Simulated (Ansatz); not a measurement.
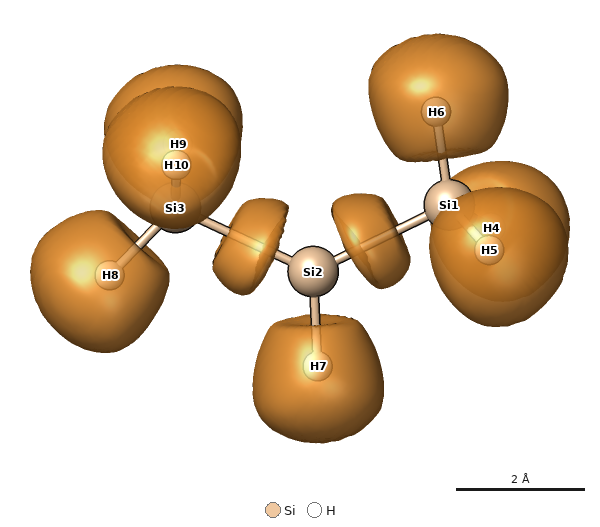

*H7Si3 (SMILES [SiH3][SiH+][SiH3]) (charge +1). Isosurface of the electron localisation function at 0.8 (orange), seen at a tilt. Core shells and regions of very low density are left out.*

Method: RKS BLYP-D4/def2-SVP in Ansatz 0.2.0.

```xyz
10

Si   -1.2193    1.1662   -1.3319
Si    0.1950   -0.5648   -0.5006
Si    1.1141   -0.8111    1.6881
H    -2.4344    0.4144   -1.7806
H    -0.4305    1.7170   -2.4797
H    -1.4667    2.1378   -0.2304
H     0.5227   -1.6196   -1.5203
H     1.9427   -2.0480    1.7244
H    -0.1059   -0.8527    2.5562
H     1.8824    0.4608    1.8749
```

> What do the ELF domains correspond to?

At this value the surface marks out two regions between bonded Si–Si atoms (shared pairs) and seven regions around hydrogen nuclei. Along the contacts the grid gives the following. Si–Si (2.38 Å): the ELF peaks at about 1 between the atoms: a shared electron pair. Si–H (1.49 Å): the ELF climbs to about 1 towards the hydrogen, as it does in any bond to H.
